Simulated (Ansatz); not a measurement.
# CH₄BClO: basis-set convergence

Aim: see how fast density functionals converge with the basis set for CH₄BClO.

Method: one geometry, several basis sets; program: Ansatz 0.2.0, Gaussian basis.

Plan: PBE0-D4/def2-SVP; ωB97M-V/def2-SVP; PBE0-D4/def2-QZVPP; ωB97M-V/def2-QZVPP; the functionals' def2-TZVPP values are taken from earlier runs.

## (1) The relaxed structure

The geometry comes from an earlier relaxation with PBE0-D4 in a triple-zeta def2 set; it is a stationary point, not always the lowest conformer.

SMILES `OCBCl`, 8 atoms, charge 0, spin multiplicity 1.

Atoms are counted from 1 here; the program's logs count them from 0.

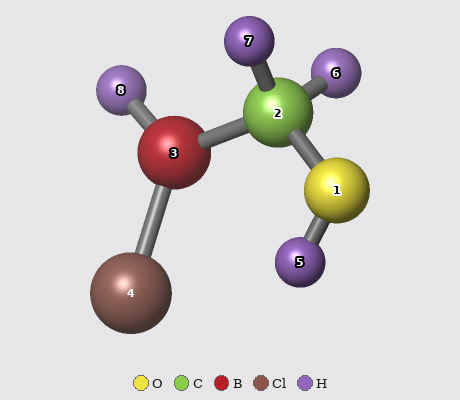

The structure; oxygen yellow, carbon green, boron red, chlorine brown, hydrogen purple; atoms are numbered from 1 in the order of the file.

## (2) PBE0-D4 in def2-SVP

Input file in.yaml:

```yaml
crystal:
  periodic: [false, false, false]
  atoms:
    - {symbol: O, position_ang: [-0.148169, 1.470384, -0.546489]}
    - {symbol: C, position_ang: [0.482695, 0.442309, 0.172681]}
    - {symbol: B, position_ang: [-0.148033, -0.972955, 0.177082]}
    - {symbol: Cl, position_ang: [-1.622240, -1.278127, -0.713993]}
    - {symbol: H, position_ang: [-0.932684, 1.106443, -0.968729]}
    - {symbol: H, position_ang: [0.598350, 0.738912, 1.229911]}
    - {symbol: H, position_ang: [1.522607, 0.318457, -0.178692]}
    - {symbol: H, position_ang: [0.339572, -1.882522, 0.772431]}
basis:
  gaussian: {orbitals: def2-SVP}
hamiltonian: {xc: pbe0, dispersion: d4}
output: {orbitals: {seedname: orbitals}}
```

Launch:

```console
$ ansatz run in.yaml --threads 2 --pin off --events-out ev --progress --plain --max-ram 4352MiB
```

The runs that follow: ωB97M-V in def2-SVP; PBE0-D4 in def2-QZVPP; ωB97M-V in def2-QZVPP.

**Question.** What will the summary of the whole plan be? Wanted: PBE0-D4: double and triple zeta above quadruple; ωB97M-V: double and triple zeta above quadruple.

As calculated:

| quantity | value |
| --- | --- |
| PBE0-D4: double and triple zeta above quadruple | 9.36, 0.60 eV |
| ωB97M-V: double and triple zeta above quadruple | 9.46, 0.57 eV |

In words: For PBE0-D4 the step from double to triple zeta gains 8.77 eV and the next only 0.60 eV. These are total energies; as a rule much of such shifts cancels in differences, which this series doesn't test.
